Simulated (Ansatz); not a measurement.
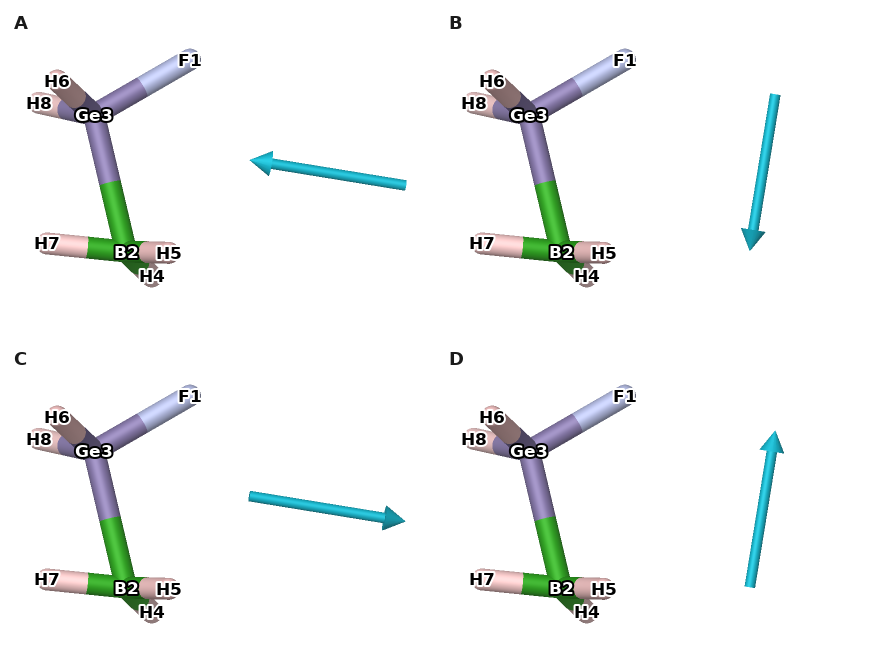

The same molecule four times, each with an arrow. Charge 0, doublet. The geometry was computed by an optimisation with PBE0-D4/def2-TZVP. Properties computed with UKS PBE0-D4/def2-TZVP (Ansatz 0.2.0).

**Which arrow points along the dipole moment, from the negative to the positive end?**

A. The dipole moment is 2.35 D; it points from the side of F1, H4, H5 to the side of H6, H8 (the outermost atoms at the two ends).
